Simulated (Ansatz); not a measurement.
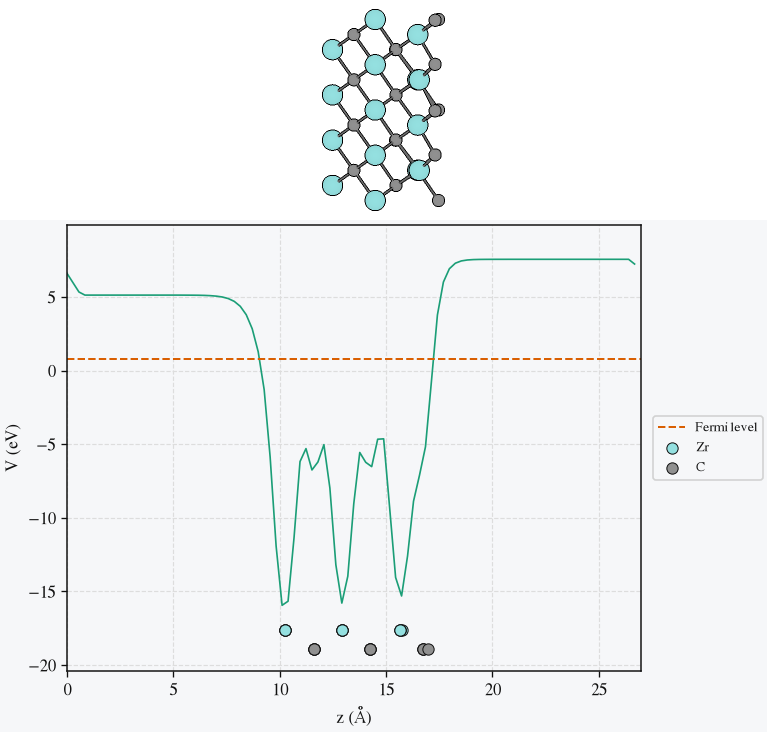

Plane-averaged electrostatic potential energy of an electron across the slab; circles at the bottom mark the heights of the atoms. The structure is drawn too.

Calculation on a (111) slab cut from ZrC (Fm-3m), ended by C above and Zr below, 24 atoms in the cell, the slab at its places in the relaxed adsorbed structure.

Method: DFT PBE+D3(BJ), scalar-relativistic, plane waves, PAW, no spin polarisation, 3×3×1 k mesh, 420 eV cutoff (Ansatz).

**What is the work function?**

The work function is 6.80 eV at the right face and 4.37 eV at the left.

**Do the two faces differ, and what does that say about the slab's dipole?**

The vacuum level is 2.43 eV higher at the right than at the left, so the slab carries a dipole along its normal; the ramp in the vacuum, at or near the edge of the plot, is the dipole correction that keeps each side flat.

The atoms aren't at rest in this cell (largest force 1.7 eV/Å), so the relaxed material can differ.
